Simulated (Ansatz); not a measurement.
# CH₅BN₂O: geometry optimisation

Method: RKS r2SCAN0-D4/def2-SVP; program: Ansatz 0.2.0.

### 1 Where the work starts

SMILES `NB1NCO1`, 10 atoms, charge 0, spin multiplicity 1.

Atoms are counted from 1 here; the program's logs count them from 0.

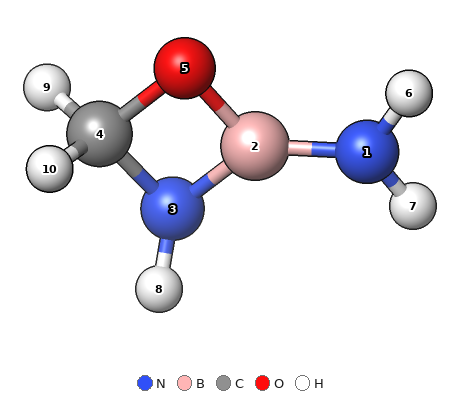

As it starts; nitrogen blue, boron pink, carbon grey, oxygen red, hydrogen white; atoms are numbered from 1 in the order of the file.

As a file:

```xyz
10
CH5BN2O
N    -1.65677    0.40929   -0.81924
B    -0.42574    0.19889   -0.16723
N     0.21132   -0.89280    0.54736
C     1.36678    0.00349    0.58318
O     0.65020    1.10388   -0.01619
H    -1.90356    1.31672   -1.20975
H    -2.42083   -0.26134   -0.79661
H     0.29810   -1.88231    0.31832
H     1.72806    0.26720    1.60581
H     2.23554   -0.31422   -0.04265
```

### 2 Relaxation

Input file input.yaml:

```yaml
crystal:
  periodic: [false, false, false]
  atoms:
    - { symbol: "N", position_ang: [-1.656767, 0.409292, -0.819239] }
    - { symbol: B, position_ang: [-0.42574, 0.198889, -0.167234] }
    - { symbol: "N", position_ang: [0.211317, -0.892796, 0.547362] }
    - { symbol: C, position_ang: [1.366782, 0.003491, 0.583177] }
    - { symbol: O, position_ang: [0.650199, 1.103881, -0.016187] }
    - { symbol: H, position_ang: [-1.903557, 1.316716, -1.209751] }
    - { symbol: H, position_ang: [-2.420826, -0.261342, -0.796605] }
    - { symbol: H, position_ang: [0.298098, -1.882308, 0.318316] }
    - { symbol: H, position_ang: [1.72806, 0.2672, 1.605811] }
    - { symbol: H, position_ang: [2.235535, -0.314222, -0.04265] }
basis:
  gaussian: { orbitals: def2-SVP }
hamiltonian:
  xc: { name: r2SCAN0 }
  dispersion: d4
output:
  forces: true
relax:
  f_tol: 0.003
  max_steps: 120
```

The run is started by

```sh
$ ansatz run input.yaml --threads 1 --pin off --max-ram 2560MiB --backend cpu --events-out ev --progress --plain --runs-dir out
```

What time and memory should one allow on 1 thread of Intel Xeon Platinum 8259CL at 2.50GHz (Skylake/Cascade Lake), shared host?

About 69 s, with a peak of 0.24 GiB.
